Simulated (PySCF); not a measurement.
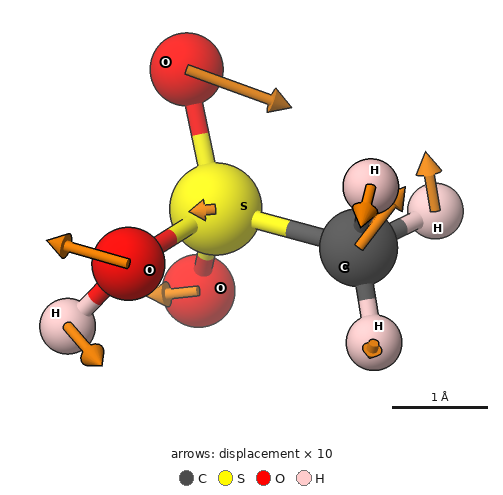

This is a relaxation of CH₄O₃S. The starting structure is drawn; orange arrows show the displacements, magnified 10 times. The two geometries are superimposed by the best rigid fit.

Style: ball-and-stick. Shown at a tilt.

The start comes from MMFF94s. Its atoms were then displaced at random by about 0.03 Å.

Method: PBE0-D3(BJ)/def2-SVP geometry optimisation, gas phase (PySCF). 

Atoms of which element are displaced furthest, and by how much?

Oxygen: up to 0.12 Å, against 0.08 Å for hydrogen.

What did the optimiser do to the structure, and how much energy did it gain?

Over 10 geometry steps the energy falls by 13.6 kcal/mol. The largest move after the best rigid fit is that of an O atom, 0.12 Å. By element the largest moves are O 0.12 Å, H 0.08 Å, C 0.08 Å, S 0.03 Å. Some distances before and after: C–H 1.023 → 1.096 Å, H–O 1.037 → 0.970 Å, C–H 1.157 → 1.098 Å, O–S 1.502 → 1.443 Å. Bond angles that change, for instance: C–S–O 115.2° → 108.4°, S–C–H 115.3° → 109.0°, H–C–H 104.3° → 110.5°.
